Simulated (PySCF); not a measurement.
## C2H6SSi: one change and its effect

System: C2H6SSi.
Method of the first run: GIAO PBE0/6-31G* NMR shielding, non-relativistic, gas phase (PySCF 2.14.0).

The geometry comes from this level: PBE0-D3(BJ)/def2-SVP. Text and figures count atoms from 1; the logs count them from 0 in places.

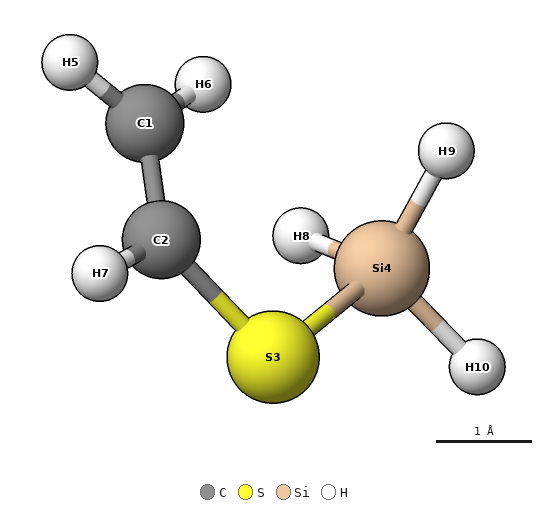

The structure as given in the input (ball-and-stick view, seen at a tilt; atoms are numbered from 1 in the order of the input).

## The input, the first run
```
{"job": {"kind": "nmr", "xc": "PBE0", "basis": "6-31G*", "pop": true}, "charge": 0, "multiplicity": 1}
C      1.525635    -0.553566    -0.098049
C      1.229323     0.711410    -0.407635
S     -0.327685     1.534079    -0.391304
Si    -1.686412     0.008284     0.278112
H      2.559552    -0.899795    -0.164890
H      0.780574    -1.285732     0.225744
H      2.021265     1.397899    -0.726462
H     -1.717673    -1.150108    -0.663342
H     -1.325781    -0.482878     1.641024
H     -3.007229     0.696081     0.301237
```

The first line tells a small driver script what to run in PySCF; the rest is the geometry in Å.

Launched with:
```bash
OMP_NUM_THREADS=1 python <driver script> task.json out
```

Hardware: 1 CPU thread, shared host.

## Output (the first run)
```
coarse grid: 9144 points
cycle   1  E = -767.1158947090  dE =  1.795e-01  |g| = 2.683e-01  |ddm| = 2.854e+00
cycle   2  E = -767.1169561803  dE = -1.061e-03  |g| = 2.662e-01  |ddm| = 6.069e-01
cycle   3  E = -767.1372908359  dE = -2.033e-02  |g| = 4.653e-02  |ddm| = 3.163e-01
cycle   4  E = -767.1377869264  dE = -4.961e-04  |g| = 2.333e-02  |ddm| = 7.460e-02
cycle   5  E = -767.1379436899  dE = -1.568e-04  |g| = 4.981e-03  |ddm| = 2.905e-02
cycle   6  E = -767.1379510599  dE = -7.370e-06  |g| = 1.422e-03  |ddm| = 8.160e-03
final grid: 78320 points
cycle   7  E = -767.0859746810  dE = -4.311e-06  |g| = 7.913e-03  |ddm| = 2.006e-02
cycle   8  E = -767.0859617894  dE =  1.289e-05  |g| = 1.024e-02  |ddm| = 2.100e-02
cycle   9  E = -767.0859930688  dE = -3.128e-05  |g| = 3.423e-04  |ddm| = 1.252e-02
cycle  10  E = -767.0859931077  dE = -3.893e-08  |g| = 9.740e-05  |ddm| = 6.059e-04
cycle  11  E = -767.0859931097  dE = -1.961e-09  |g| = 4.748e-05  |ddm| = 1.130e-04
cycle  12  E = -767.0859931102  dE = -5.662e-10  |g| = 1.219e-05  |ddm| = 5.430e-05
converged SCF energy = -767.0859931102

GIAO shielding tensors (ppm)
atom      isotropic    diamagn.    paramagn.     s11        s22        s33       span
  0 C       85.304     258.752    -173.448    -10.338     96.137    170.113    180.452
  1 C       68.683     256.392    -187.710    -29.878     71.297    164.629    194.506
  2 S      641.577    1058.057    -416.481    454.067    590.128    880.536    426.469
  3 Si     444.500     881.271    -436.771    403.933    445.097    484.472     80.539
  4 H       26.767      29.392      -2.626     24.466     25.235     30.598      6.132
  5 H       26.967      33.371      -6.404     24.663     24.898     31.340      6.678
  6 H       25.787      28.726      -2.939     21.880     26.176     29.303      7.423
  7 H       27.114      29.713      -2.599     23.969     25.047     32.326      8.358
  8 H       27.119      29.717      -2.598     23.975     25.056     32.325      8.351
  9 H       27.422      28.403      -0.981     24.280     25.335     32.652      8.372
```

For the second run the input was changed thus:
```diff
-"basis": "6-31G*"
+"basis": "def2-SVP"
```

Predict how the results change.

The total energy of the second run is 144.4 kcal/mol higher, which measures the change of basis and not a stability. The HOMO goes from −6.50 to −6.63 eV. The LUMO goes from 0.26 to 0.02 eV. The dipole moment goes from 1.22 to 1.02 D. Of all shieldings, the largest change is that of Si4, by +20.7 ppm. The number of SCF iterations is the same. The basis functions go from 76 to 94.

## Output (the second run)
```
coarse grid: 9144 points
cycle   1  E = -766.7540870287  dE =  1.424e-01  |g| = 2.464e-01  |ddm| = 3.086e+00
cycle   2  E = -766.7541842450  dE = -9.722e-05  |g| = 2.502e-01  |ddm| = 5.748e-01
cycle   3  E = -766.7716521026  dE = -1.747e-02  |g| = 5.090e-02  |ddm| = 3.030e-01
cycle   4  E = -766.7722660889  dE = -6.140e-04  |g| = 2.342e-02  |ddm| = 8.239e-02
cycle   5  E = -766.7724243311  dE = -1.582e-04  |g| = 4.779e-03  |ddm| = 3.094e-02
cycle   6  E = -766.7724313990  dE = -7.068e-06  |g| = 1.404e-03  |ddm| = 8.045e-03
final grid: 78320 points
cycle   7  E = -766.8558368035  dE = -5.294e-06  |g| = 7.607e-03  |ddm| = 2.302e-02
cycle   8  E = -766.8558239742  dE =  1.283e-05  |g| = 9.960e-03  |ddm| = 2.041e-02
cycle   9  E = -766.8558531354  dE = -2.916e-05  |g| = 4.088e-04  |ddm| = 1.237e-02
cycle  10  E = -766.8558531933  dE = -5.794e-08  |g| = 9.760e-05  |ddm| = 6.843e-04
cycle  11  E = -766.8558531954  dE = -2.071e-09  |g| = 4.554e-05  |ddm| = 1.220e-04
cycle  12  E = -766.8558531959  dE = -5.084e-10  |g| = 1.331e-05  |ddm| = 5.475e-05
converged SCF energy = -766.8558531959

GIAO shielding tensors (ppm)
atom      isotropic    diamagn.    paramagn.     s11        s22        s33       span
  0 C       82.396     254.134    -171.737    -16.118     89.436    173.870    189.988
  1 C       62.033     253.760    -191.727    -42.523     62.366    166.256    208.779
  2 S      658.798    1056.954    -398.156    476.249    623.417    876.727    400.479
  3 Si     465.250     879.612    -414.362    414.267    466.834    514.649    100.382
  4 H       26.106      29.051      -2.944     23.699     24.750     29.871      6.172
  5 H       26.426      33.593      -7.167     23.648     24.361     31.269      7.621
  6 H       25.275      29.112      -3.838     21.752     25.174     28.898      7.146
  7 H       26.726      29.752      -3.026     23.436     24.503     32.240      8.804
  8 H       26.734      29.756      -3.022     23.438     24.524     32.239      8.801
  9 H       26.852      28.227      -1.375     23.596     24.706     32.256      8.660
```

## The two runs side by side

| quantity | the first run | the second run |
| --- | --- | --- |
| outcome | converged | converged |
| total energy (hartree) | −767.085993 | −766.855853 |
| HOMO (eV) | −6.50 | −6.63 |
| LUMO (eV) | 0.26 | 0.02 |
| dipole moment (D) | 1.22 | 1.02 |
| shielding of C1 (ppm) | 85.3 | 82.4 |
| shielding of C2 (ppm) | 68.7 | 62.0 |
| shielding of S3 (ppm) | 641.6 | 658.8 |
| shielding of Si4 (ppm) | 444.5 | 465.2 |
| shielding of H5 (ppm) | 26.8 | 26.1 |
| shielding of H6 (ppm) | 27.0 | 26.4 |
| shielding of H10 (ppm) | 27.4 | 26.9 |
| SCF iterations | 12 | 12 |
| basis functions | 76 | 94 |
| wall time (shared host) | 5.5 s | 5.8 s |
